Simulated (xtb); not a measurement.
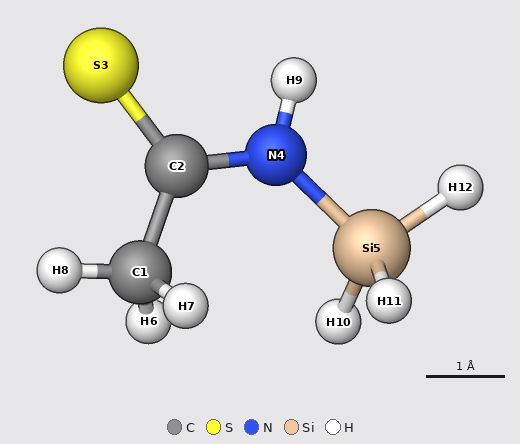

**Figure 1.** The structure as given in the input (ball-and-stick view, seen at a tilt; atoms are numbered from 1 in the order of the input).

# Geometry relaxation, with input and output: C2H7NSSi (part 1 of 3)

C2H7NSSi, SMILES CC(=S)N[SiH3], computed with GFN1-xTB (xtb 6.7.1).

The geometry comes from this level: GFN2-xTB.

Input file (input.xyz)
```
12

C     -0.70453000    -1.35870000     0.33669000
C      0.03317000    -0.33373000     1.12911000
S      0.26306000    -0.48427000     2.74554000
N      0.51246000     0.73750000     0.46543000
Si     0.40450000     1.14074000    -1.23239000
H     -1.57328000    -0.90798000    -0.14173000
H     -0.06071000    -1.76460000    -0.44272000
H     -1.03116000    -2.16423000     0.98810000
H      0.99729000     1.37766000     1.08240000
H     -1.00572000     1.25598000    -1.60510000
H      1.05512000     0.08836000    -2.01327000
H      1.10981000     2.41326000    -1.31206000
```

Machine: 1 thread of Intel Xeon @ 2.90GHz (Ice Lake), 192 GiB of memory available, shared host.

Launched with:
```bash
xtb --ohess vtight --gfn 1 -P 1 -- input.xyz > run.log 2> xtb.err
```

What the program printed
```
* xtb version 6.7.1
   ID    Z sym.   atoms
    1    6 C      1, 2
    2   16 S      3
    3    7 N      4
    4   14 Si     5
    5    1 H      6-12

           -------------------------------------------------
          |                Calculation Setup                |
           -------------------------------------------------

          program call               : xtb --ohess vtight --gfn 1 -P 1 -- input.xyz
          coordinate file            : input.xyz
          omp threads                :                     1

           -------------------------------------------------
          |                 G F N 1 - x T B                 |
           -------------------------------------------------

      * Hamiltonian:
        H0-scaling (s, p, d)           1.850000    2.250000    2.000000
        zeta-weighting                 0.000000
      * Dispersion:
        s8                             2.400000
        a1                             0.630000
        a2                             5.000000
        s9                             0.000000
      * Repulsion:
        kExp                           1.500000
        rExp                           1.000000
      * Coulomb:
        alpha                          2.000000
        third order                    atomic
        anisotropic                    false
      * Halogen bond correction:
        rad-scale                      1.300000
        damping                        0.440000

          ...................................................
          :                      SETUP                      :
          :.................................................:
          :  # basis functions                  46          :
          :  # atomic orbitals                  44          :
          :  # shells                           26          :
          :  # electrons                        30          :
          :  # halogen bonds                     0          :
          :  max. iterations                   250          :
          :  Hamiltonian                  GFN1-xTB          :
          :  restarted?                      false          :
          :  GBSA solvation                  false          :
          :  PC potential                    false          :
          :  electronic temp.          300.0000000     K    :
          :  accuracy                    1.0000000          :
          :  -> integral cutoff          0.2500000E+02      :
          :  -> integral neglect         0.1000000E-07      :
          :  -> SCF convergence          0.1000000E-05 Eh   :
          :  -> wf. convergence          0.2000000E-04 e    :
          :  Broyden damping             0.4000000          :
          :  net charge                          0          :
          :  unpaired electrons                  0          :
          ...................................................

 iter      E             dE          RMSdq      gap      omega  full diag
   1    -16.8448992 -0.168449E+02  0.693E+00    3.55       0.0  T
   2    -16.8883604 -0.434612E-01  0.481E+00    1.98       1.0  T
   3    -16.9003059 -0.119455E-01  0.268E+00    3.35       1.0  T
   4    -16.9373849 -0.370791E-01  0.318E-01    2.61       1.0  T
   5    -16.9378779 -0.493013E-03  0.803E-02    2.56       1.0  T
   6    -16.9379702 -0.922593E-04  0.131E-02    2.57       2.2  T
   7    -16.9379714 -0.124917E-05  0.570E-03    2.57       5.1  T
   8    -16.9379717 -0.217985E-06  0.133E-03    2.57      21.7  T
   9    -16.9379717 -0.746967E-08  0.192E-04    2.57     150.2  T
  10    -16.9379717 -0.741593E-10  0.659E-05    2.57     438.2  T

   *** convergence criteria satisfied after 10 iterations ***

         #    Occupation            Energy/Eh            Energy/eV
      -------------------------------------------------------------
         1        2.0000           -0.8141959             -22.1554
       ...           ...                  ...                  ...
         9        2.0000           -0.5128546             -13.9555
        10        2.0000           -0.4921631             -13.3924
        11        2.0000           -0.4785602             -13.0223
        12        2.0000           -0.4737100             -12.8903
        13        2.0000           -0.4624680             -12.5844
        14        2.0000           -0.3970887             -10.8053
        15        2.0000           -0.3660315              -9.9602 (HOMO)
        16                         -0.2715931              -7.3904 (LUMO)
        17                         -0.2106855              -5.7330
        18                         -0.1812252              -4.9314
        19                         -0.1742804              -4.7424
        20                         -0.1236514              -3.3647
       ...                                ...                  ...
        44                          1.3842146              37.6664
      -------------------------------------------------------------
                  HL-Gap            0.0944384 Eh            2.5698 eV
             Fermi-level           -0.3188123 Eh           -8.6753 eV

 SCC (total)                   0 d,  0 h,  0 min,  0.022 sec
 SCC setup                      ...        0 min,  0.000 sec (  0.415%)
 Dispersion                     ...        0 min,  0.000 sec (  0.210%)
 classical contributions        ...        0 min,  0.000 sec (  0.091%)
 integral evaluation            ...        0 min,  0.003 sec ( 13.832%)
 iterations                     ...        0 min,  0.004 sec ( 16.446%)
 molecular gradient             ...        0 min,  0.015 sec ( 68.158%)
 printout                       ...        0 min,  0.000 sec (  0.796%)

         :::::::::::::::::::::::::::::::::::::::::::::::::::::
         ::                     SUMMARY                     ::
         :::::::::::::::::::::::::::::::::::::::::::::::::::::
         :: total energy             -16.771125880396 Eh    ::
         :: gradient norm              0.049233317063 Eh/a0 ::
         :: HOMO-LUMO gap              2.569800704980 eV    ::
         ::.................................................::
         :: SCC energy               -16.937971657853 Eh    ::
         :: -> electrostatic           0.025897766837 Eh    ::
         :: repulsion energy           0.171822438263 Eh    ::
         :: dispersion energy         -0.004976660807 Eh    ::
         :: halogen bond corr.         0.000000000000 Eh    ::
         :: add. restraining           0.000000000000 Eh    ::
         :: total charge               0.000000000000 e     ::
         :::::::::::::::::::::::::::::::::::::::::::::::::::::

      -----------------------------------------------------------
     |                   =====================                   |
     |                        A N C O P T                        |
     |                   =====================                   |
     |               Approximate Normal Coordinate               |
     |                Rational Function Optimizer                |
      -----------------------------------------------------------
      -----------------------------------------------------------
     |                   =====================                   |
     |                        A N C O P T                        |
     |                   =====================                   |
     |               Approximate Normal Coordinate               |
     |                Rational Function Optimizer                |
      -----------------------------------------------------------

          ...................................................
          :                      SETUP                      :
          :.................................................:
          :   optimization level         verytight          :
          :   max. optcycles                   240          :
          :   ANC micro-cycles                  20          :
          :   degrees of freedom                30          :
          :.................................................:
          :   RF solver                   davidson          :
          :   write xtbopt.log                true          :
          :   linear?                        false          :
          :   energy convergence         0.1000000E-06 Eh   :
          :   grad. convergence          0.2000000E-03 Eh/α :
          :   maxmium RF displ.          1.0000000          :
          :   Hlow (freq-cutoff)         0.1000000E-01      :
          :   Hmax (freq-cutoff)         5.0000000          :
          :   S6 in model hess.         20.0000000          :
          ...................................................

generating ANC from exact Hessian ...
Using Lindh-Hessian (1995)
 Shifting diagonal of input Hessian by    7.8509610705952988E-003
 Lowest  eigenvalues of input Hessian
    0.000000    0.000000    0.000000    0.000000    0.000000    0.000000
    0.010000    0.014061    0.014820    0.023686    0.027586    0.028800
    0.032803    0.036631    0.039204    0.045508    0.063617    0.085697
 Highest eigenvalues
    1.024325    1.120232    1.178404    1.428342    1.692891    2.024156

........................................................................
.............................. CYCLE    1 ..............................
........................................................................

 iter      E             dE          RMSdq      gap      omega  full diag
   1    -16.9379717 -0.169380E+02  0.116E-05    2.57       0.0  T
   2    -16.9379717 -0.795808E-12  0.496E-06    2.57    5822.0  T
   3    -16.9379717 -0.209610E-12  0.322E-06    2.57    8952.3  T
     SCC iter.                  ...        0 min,  0.001 sec
     gradient                   ...        0 min,  0.006 sec
 * total energy  :   -16.7711259 Eh     change       -0.4200729E-10 Eh
   gradient norm :     0.0492335 Eh/α   predicted     0.0000000E+00 (-100.00%)
   displ. norm   :     0.1298460 α      lambda       -0.2303437E-02
   maximum displ.:     0.1085383 α      in ANC's #7, #21, #9, ...

........................................................................
.............................. CYCLE    2 ..............................
........................................................................

 iter      E             dE          RMSdq      gap      omega  full diag
   1    -16.9364265 -0.169364E+02  0.129E-01    2.53       0.0  T
   2    -16.9365100 -0.835737E-04  0.110E-01    2.61       1.0  T
   3    -16.9366432 -0.133143E-03  0.220E-02    2.57       1.3  T
   4    -16.9366433 -0.114010E-06  0.827E-03    2.58       3.5  T
   5    -16.9366434 -0.917332E-07  0.176E-03    2.57      16.4  T
   6    -16.9366434 -0.961317E-08  0.596E-04    2.57      48.5  T
   7    -16.9366434 -0.851106E-09  0.154E-04    2.57     187.9  T
   8    -16.9366434 -0.272777E-10  0.130E-05    2.57    2225.9  T
     SCC iter.                  ...        0 min,  0.002 sec
     gradient                   ...        0 min,  0.006 sec
 * total energy  :   -16.7727067 Eh     change       -0.1580817E-02 Eh
   gradient norm :     0.0257194 Eh/α   predicted    -0.1171135E-02 ( -25.92%)
   displ. norm   :     0.0606245 α      lambda       -0.7879474E-03
   maximum displ.:     0.0325112 α      in ANC's #7, #21, #9, ...

........................................................................
.............................. CYCLE    3 ..............................
........................................................................

 iter      E             dE          RMSdq      gap      omega  full diag
   1    -16.9361623 -0.169362E+02  0.951E-02    2.56       0.0  T
   2    -16.9362178 -0.555020E-04  0.851E-02    2.62       1.0  T
   3    -16.9362968 -0.790503E-04  0.154E-02    2.60       1.9  T
   4    -16.9362969 -0.275934E-07  0.796E-03    2.60       3.6  T
   5    -16.9362970 -0.111941E-06  0.129E-03    2.60      22.3  T
   6    -16.9362970 -0.552011E-08  0.384E-04    2.60      75.2  T
   7    -16.9362970 -0.395385E-09  0.906E-05    2.60     318.6  T
   8    -16.9362970 -0.107718E-10  0.778E-06    2.60    3709.5  T
     SCC iter.                  ...        0 min,  0.002 sec
     gradient                   ...        0 min,  0.006 sec
 * total energy  :   -16.7731589 Eh     change       -0.4522440E-03 Eh
   gradient norm :     0.0063864 Eh/α   predicted    -0.3954212E-03 ( -12.56%)
   displ. norm   :     0.0216629 α      lambda       -0.6002871E-04
   maximum displ.:     0.0108077 α      in ANC's #3, #14, #11, ...

........................................................................
.............................. CYCLE    4 ..............................
........................................................................

 iter      E             dE          RMSdq      gap      omega  full diag
   1    -16.9367184 -0.169367E+02  0.172E-02    2.60       0.0  T
   2    -16.9367212 -0.280136E-05  0.154E-02    2.61       1.9  T
   3    -16.9367236 -0.244440E-05  0.287E-03    2.61      10.0  T
   4    -16.9367236  0.163528E-08  0.203E-03    2.61      14.2  T
   5    -16.9367237 -0.117789E-07  0.388E-04    2.61      74.4  T
   6    -16.9367237 -0.547576E-09  0.921E-05    2.61     313.3  T
   7    -16.9367237 -0.362945E-10  0.326E-05    2.61     886.4  T
     SCC iter.                  ...        0 min,  0.002 sec
     gradient                   ...        0 min,  0.006 sec
 * total energy  :   -16.7731979 Eh     change       -0.3898172E-04 Eh
   gradient norm :     0.0019753 Eh/α   predicted    -0.3002754E-04 ( -22.97%)
   displ. norm   :     0.0215456 α      lambda       -0.1429653E-04
   maximum displ.:     0.0130162 α      in ANC's #3, #14, #11, ...

........................................................................
.............................. CYCLE    5 ..............................
........................................................................

 iter      E             dE          RMSdq      gap      omega  full diag
   1    -16.9372610 -0.169373E+02  0.609E-03    2.61       0.0  T
   2    -16.9372615 -0.494525E-06  0.387E-03    2.61       7.5  T
   3    -16.9372616 -0.768362E-07  0.162E-03    2.61      17.8  T
   4    -16.9372616 -0.637315E-08  0.104E-03    2.61      27.6  T
   5    -16.9372616 -0.491034E-08  0.267E-04    2.61     108.0  T
   6    -16.9372616 -0.131454E-09  0.478E-05    2.61     604.3  T
   7    -16.9372616 -0.725819E-11  0.145E-05    2.61    1996.8  T
     SCC iter.                  ...        0 min,  0.002 sec
     gradient                   ...        0 min,  0.006 sec
 * total energy  :   -16.7732062 Eh     change       -0.8246987E-05 Eh
   gradient norm :     0.0013222 Eh/α   predicted    -0.7150920E-05 ( -13.29%)
   displ. norm   :     0.0048178 α      lambda       -0.1796005E-05
   maximum displ.:     0.0023433 α      in ANC's #12, #3, #11, ...
```
